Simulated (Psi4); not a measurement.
# SiPH3F− (SMILES F[SiH-]P): a first try and a second

Wanted: a single-point energy of SiPH3F−, QCISD(T)/6-31+G* (Cartesian functions).

Program for the calculation: Psi4 1.11.

2 further runs of the same task are left out: 2 set aside as unsound or not needed.

### 1 Starting point

SiPH3F−: 6 atoms, total charge -1, spin state singlet. As SMILES, `F[SiH-]P`. The coordinates come from a GFN2-xTB relaxation. This is one conformer, not always the lowest.

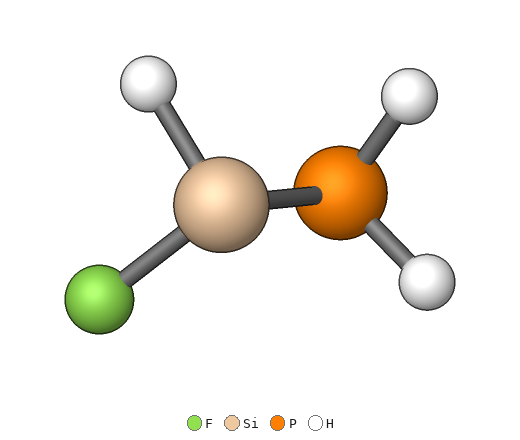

Viewed from a chosen angle; fluorine green, silicon light orange, phosphorus orange, hydrogen white.

### 2 Try one

Input file fh3psi.json:

```json
{
 "schema_name": "qcschema_input",
 "schema_version": 1,
 "molecule": {
  "schema_name": "qcschema_molecule",
  "schema_version": 2,
  "symbols": ["F", "Si", "P", "H", "H", "H"],
  "geometry": [-2.75314199, -2.84201581, 1.25031839, -1.50116064, -0.90275996, -0.9638926, 1.50535583, 1.20417128, 1.19699032, 0.27009855, -2.90689011, -1.96195146, 2.43814354, 2.11673892, -1.04989404, -1.12321541, -0.90275996, -0.9638926],
  "molecular_charge": -1,
  "molecular_multiplicity": 1,
  "fix_com": true,
  "fix_orientation": true
 },
 "driver": "energy",
 "model": {
  "method": "qcisd(t)",
  "basis": "6-31+G*"
 },
 "keywords": {
  "scf_type": "pk",
  "freeze_core": true
 }
}
```

Started as:

```sh
$ psi4 --qcschema fh3psi.json -n 1 --memory 1600MB
```

stdout:

```text
[...]
  Running in c1 symmetry.
[...]
  Nuclear repulsion =  175.453293716004225
[...]
  Multiplicity = 1
[...]
  Nalpha       = 21
  Nbeta        = 21
[...]
    Number of basis functions: 71
[...]
   @RHF iter   1:  -716.87154199725489    2.06039e+00   5.75599e-03 DIIS/ADIIS
[...]
   @RHF iter  13:  -716.97757573672698   -2.59206e-11   9.41489e-09 DIIS
[...]
    Orbital Energies [Eh]
    ---------------------
    Doubly Occupied:
       1A    -79.712081     2A    -70.171795     3A    -26.120520
       4A     -7.408111     5A     -7.262445     6A     -5.349197
       7A     -5.156868     8A     -5.156155     9A     -5.153492
      10A     -5.018647    11A     -5.016417    12A     -1.395061
      13A     -0.702656    14A     -0.564838    15A     -0.490766
      16A     -0.478831    17A     -0.446822    18A     -0.291220
      19A     -0.233701    20A     -0.156159    21A     -0.073280
[...]
  @RHF Final Energy:  -716.97757573672698
   => Energetics <=
    Nuclear Repulsion Energy =            175.4532937160042252
    One-Electron Energy =               -1332.1436114605369312
    Two-Electron Energy =                 439.7127420078056730
    Total Energy =                       -716.9775757367269762
[...]
 Multipole Moments:
 ------------------------------------------------------------------------------------
     Multipole            Electronic (a.u.)      Nuclear  (a.u.)        Total (a.u.)
 ------------------------------------------------------------------------------------
 L = 1.  Multiply by 2.5417464519 to convert [e a0] to [Debye]
 Dipole X            :         21.8754902          -21.6291627            0.2463275
 Dipole Y            :         21.6545074          -21.8471237           -0.1926163
 Dipole Z            :        -12.6842008           11.7374858           -0.9467150
 Magnitude           :                                                    0.9970193
[...]
      * MP2 total energy:                   -717.367119370804
[...]
      * MP3 total energy:                   -717.389860221817
[...]
      * QCISD total energy:                 -717.403291967915
[...]
```

The result, in JSON:

```text
{
 "driver": "energy",
 "model": {
  "method": "qcisd(t)",
  "basis": "6-31+G*"
 },
 "success": true,
 "return_result": -717.4148108254509,
 "properties": {
  "calcinfo_nbasis": 71,
  "calcinfo_nmo": 71,
  "calcinfo_nalpha": 21,
  "calcinfo_nbeta": 21,
  "calcinfo_natom": 6,
  "nuclear_repulsion_energy": 175.45329371600423,
  "return_energy": -717.4148108254509,
  "scf_one_electron_energy": -1332.143611460537,
  "scf_two_electron_energy": 439.7127420078057,
  "scf_dipole_moment": [0.24632748734448384, -0.1926163027969352, -0.946714975031119],
  "scf_total_energy": -716.977575736727,
  "scf_iterations": 13,
  "mp2_same_spin_correlation_energy": -0.09748424955999983,
  "mp2_opposite_spin_correlation_energy": -0.29205938451700514,
  "mp2_singles_energy": 0.0,
  "mp2_doubles_energy": -0.389543634077005,
  "mp2_correlation_energy": -0.389543634077005,
  "mp2_total_energy": -717.367119370804
 }
}
```

Run time: 5.1 s. Hardware: 1 thread of Intel Xeon 6975P-C (Granite Rapids), shared host; peak memory 0.35 GiB.

### 3 What went wrong

The program ended normally, but the settings are unsound, so its numbers aren't properties of the molecule.

What is wrong: two atoms lie on top of or far too near each other. As the program read them, the closest atoms are 0.20 Å apart, against 1.37 Å in the sound input.

### 4 The mended input

Input file input.json:

```json
{
 "schema_name": "qcschema_input",
 "schema_version": 1,
 "molecule": {
  "schema_name": "qcschema_molecule",
  "schema_version": 2,
  "symbols": ["F", "Si", "P", "H", "H", "H"],
  "geometry": [-2.75314199, -2.84201581, 1.25031839, -1.50116064, -0.90275996, -0.9638926, 1.50535583, 1.20417128, 1.19699032, 0.27009855, -2.90689011, -1.96195146, 2.43814354, 2.11673892, -1.04989404, 0.0407236, 3.33075568, 1.52842939],
  "molecular_charge": -1,
  "molecular_multiplicity": 1,
  "fix_com": true,
  "fix_orientation": true
 },
 "driver": "energy",
 "model": {
  "method": "qcisd(t)",
  "basis": "6-31+G*"
 },
 "keywords": {
  "scf_type": "pk",
  "freeze_core": true,
  "scf_initial_accelerator": "none"
 }
}
```

Started as:

```sh
$ psi4 --qcschema input.json -n 1 --memory 1600MB
```

stdout:

```text
[...]
  Running in c1 symmetry.
[...]
  Nuclear repulsion =  141.611045440840712
[...]
  Multiplicity = 1
[...]
  Nalpha       = 21
  Nbeta        = 21
[...]
    Number of basis functions: 71
[...]
   @RHF iter   1:  -730.76901225306381   -7.20380e-01   5.59106e-03 DIIS
[...]
   @RHF iter  11:  -730.86528644837858   -1.79625e-11   7.59526e-09 DIIS
[...]
    Orbital Energies [Eh]
    ---------------------
    Doubly Occupied:
       1A    -79.735466     2A    -68.577844     3A    -26.070328
       4A     -7.292473     5A     -5.928595     6A     -5.187237
       7A     -5.186244     8A     -5.184904     9A     -4.033595
      10A     -4.032703    11A     -4.031088    12A     -1.346977
      13A     -0.687174    14A     -0.520978    15A     -0.438190
      16A     -0.433235    17A     -0.375393    18A     -0.347026
      19A     -0.249696    20A     -0.207979    21A     -0.077310
[...]
  @RHF Final Energy:  -730.86528644837858
   => Energetics <=
    Nuclear Repulsion Energy =            141.6110454408407122
    One-Electron Energy =               -1305.0637934336787112
    Two-Electron Energy =                 432.5874615444593019
    Total Energy =                       -730.8652864483785834
[...]
 Multipole Moments:
 ------------------------------------------------------------------------------------
     Multipole            Electronic (a.u.)      Nuclear  (a.u.)        Total (a.u.)
 ------------------------------------------------------------------------------------
 L = 1.  Multiply by 2.5417464519 to convert [e a0] to [Debye]
 Dipole X            :         21.6144854          -20.4652237            1.1492617
 Dipole Y            :         18.4493752          -17.6136080            0.8357671
 Dipole Z            :        -14.1917215           14.2298078            0.0380863
 Magnitude           :                                                    1.4215342
[...]
      * MP2 total energy:                   -731.236080689377
[...]
      * MP3 total energy:                   -731.259121011037
[...]
      * QCISD total energy:                 -731.272625557630
[...]
```

The result, in JSON:

```text
{
 "driver": "energy",
 "model": {
  "method": "qcisd(t)",
  "basis": "6-31+G*"
 },
 "success": true,
 "return_result": -731.2821769994468,
 "properties": {
  "calcinfo_nbasis": 71,
  "calcinfo_nmo": 71,
  "calcinfo_nalpha": 21,
  "calcinfo_nbeta": 21,
  "calcinfo_natom": 6,
  "nuclear_repulsion_energy": 141.6110454408407,
  "return_energy": -731.2821769994468,
  "scf_one_electron_energy": -1305.0637934336787,
  "scf_two_electron_energy": 432.5874615444593,
  "scf_dipole_moment": [1.1492616503140702, 0.8357671281537016, 0.038086310808477464],
  "scf_total_energy": -730.8652864483786,
  "scf_iterations": 11,
  "mp2_same_spin_correlation_energy": -0.0902767466878966,
  "mp2_opposite_spin_correlation_energy": -0.2805174943104416,
  "mp2_singles_energy": 0.0,
  "mp2_doubles_energy": -0.3707942409983382,
  "mp2_correlation_energy": -0.3707942409983382,
  "mp2_total_energy": -731.2360806893769
 }
}
```

Run time: 4.8 s. Hardware: 1 thread of Intel Xeon 6975P-C (Granite Rapids), shared host; peak memory 0.32 GiB.

### 5 Outcome

At QCISD(T)/6-31+G* (Cartesian functions):

```
                                             quantity          value
                                         total energy  -731.28218 Eh
                  HOMO energy (Hartree–Fock orbitals)       -2.10 eV
                  LUMO energy (Hartree–Fock orbitals)        5.12 eV
HOMO–LUMO gap (to an unbound level, set by the basis)        7.23 eV
         correlation energy (11 core orbitals frozen)     -416.9 mEh
                                        T1 diagnostic          0.016
```

In words: The first attempt's energy was +377.350 eV off this one.
